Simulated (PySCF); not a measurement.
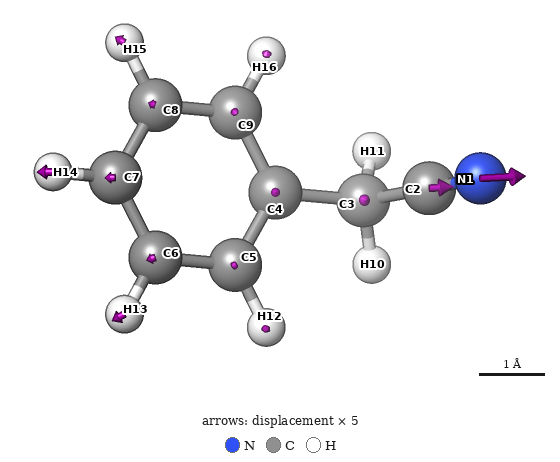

This is a relaxation of C8H7N. The starting structure is drawn; purple arrows show the displacements, magnified 5 times. The two geometries are superimposed by the best rigid fit.

Style: ball-and-stick. Shown at a tilt.

The start comes from GFN2-xTB.

Level of theory: PBE0-D3(BJ)/def2-SVP geometry optimisation, gas phase (PySCF). 

Question: Which element moves most?

Answer: Nitrogen: up to 0.16 Å, against 0.08 Å for carbon.

Question: What did the optimiser do to the structure, and how much energy did it gain?

Answer: The atom that moves furthest after the best rigid fit is N1 (0.16 Å). By element the largest moves are N 0.16 Å, C 0.08 Å, H 0.05 Å. Near-neighbour distances that change, for instance: C2–C3 1.443 → 1.461 Å, N1–C2 1.143 → 1.157 Å, C5–H12 1.081 → 1.093 Å, C5–C6 1.384 → 1.393 Å. Bond angles that change, for instance: C2–C3–C4 109.1° → 112.7°, H10–C3–H11 109.1° → 106.7°. After 5 geometry steps the energy has fallen by 1.49 kcal/mol. Largest force component: 1.7 eV/Å at the start, 0.012 eV/Å at the end. The run took of the order of 2.1 core-minutes on a shared host.
